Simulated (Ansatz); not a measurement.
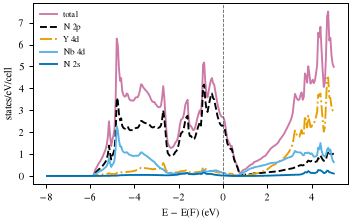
Figure: Total and projected density of states of YNbN3 (cubic perovskite, space group No. 221), DFT-PBEsol in the program Ansatz with PAW potentials

Task: Which orbitals carry the states next to the Fermi level?

Result: Within 0.5 eV of the Fermi level: N 2p 85 %, Y 4d 6 %, Nb 4d 5 %. Projections are on Löwdin-orthogonalised atomic valence shells; empty p or d shells of many metals are not among them.

Task: Where is the tallest occupied peak in this window, and what makes it?

Result: Near -4.8 eV, about 6.3 states/eV per cell; the largest projected share is N 2p.

Space group Pm-3m (cubic perovskite). The start of the workflow was typed in or built on a structure type; neither database checked (COD, Materials Project) lists it. Its standing as an ambient phase is unchecked. Symmetry was held in the PBEsol relaxation. At this level the phase is dynamically unstable (imaginary phonons). The workflow began spin-polarised and lost its moments. Spin–orbit coupling is left out wherever it is not named.

Potentials: the earlier of the program's two PAW sets. The files were generated under PBE; for other functionals the program regenerates the frozen cores, and for LDA and PBEsol the local potential too.
